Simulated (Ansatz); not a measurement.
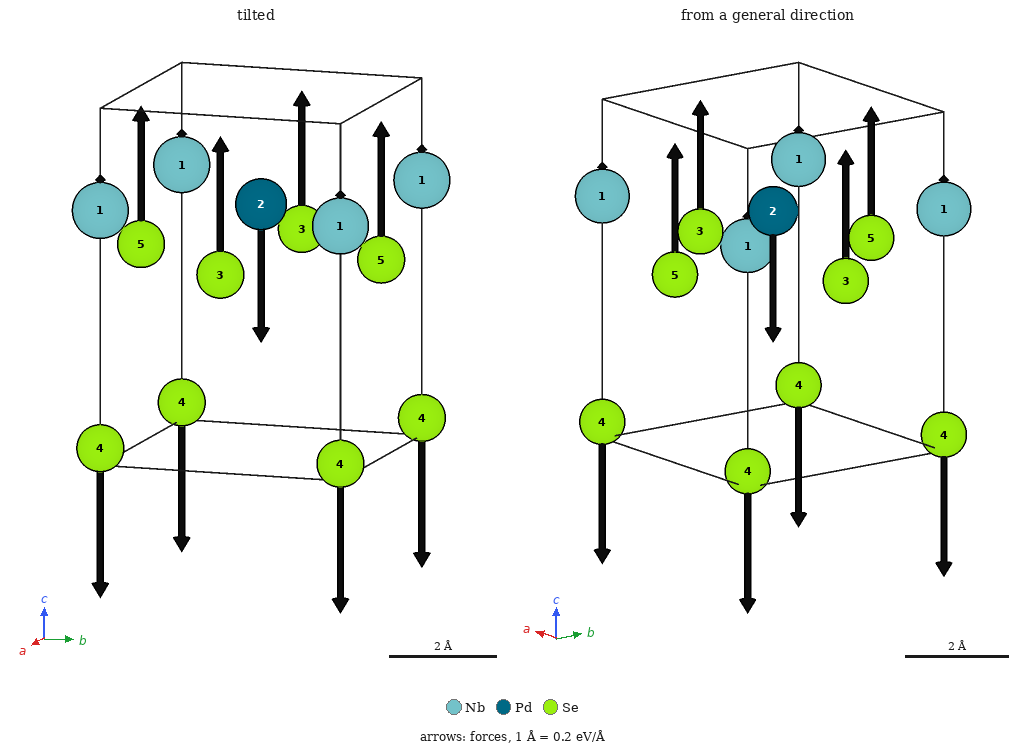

Spheres-only drawing of the structure, looking slightly off an axis and from a general direction. Thin lines show the simulation cell, with boundary atoms drawn in all their periodic places. The arrows are the computed forces on the atoms.

System: NbPdSe3. Level of theory and settings: DFT LDA, scalar-relativistic, plane waves, PAW in Ansatz, plane waves up to 420 eV, the zone sampled with 8×8×6 points, Gaussian smearing of 0.1 eV, no spin polarisation.

Question: Do the forces show a relaxed structure?

Answer: No. The atoms still feel forces of up to about 0.49 eV/Å, far above a usual threshold of 0.01 to 0.03 eV/Å.

The cell started as a structure type filled with these elements by a generator (whether the compound takes this form wasn't checked). Earlier steps of the study, as a rule a relaxation of our own, may have changed the cell and positions, so they can lie some per cent off the listed ones. Ansatz was used for an electronic-structure calculation on it.
